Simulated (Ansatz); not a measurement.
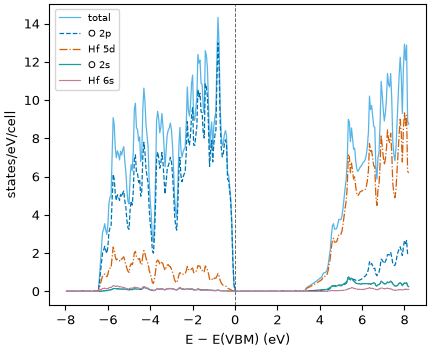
Fig. 1. Total and projected density of states of HfO$_{2}$ in space group Pnma (No. 62; Hf on 4c, O on 4c, O on 4c), DFT-LDA in the program Ansatz with PAW potentials

**Question.** Which orbitals carry the states next to the gap?

**Answer.** Top 1 eV of the valence band: O 2p 92 %, Hf 5d 5 %. Bottom 1 eV of the conduction band: Hf 5d 80 %, O 2s 10 %, O 2p 6 %. Projections are on Löwdin-orthogonalised atomic valence shells; empty p or d shells of many metals are not among them.

**Question.** Where is the tallest occupied peak in this window, and what makes it?

**Answer.** Near -0.8 eV, about 14 states/eV per cell; the largest projected share is O 2p.

The workflow started from a Materials Project entry (that database holds measured and hypothetical structures alike); the Crystallography Open Database copy checked does not list it. It is not the phase usual at ambient conditions (space group No. 14, 29). The cell was relaxed with LDA under the symmetry of its start; of distortions, only those at the zone centre were tested. The run is not spin-polarised. Scalar-relativistic: spin–orbit coupling is off unless named, which matters more the heavier the elements.

Potentials: the later of the program's two PAW sets.
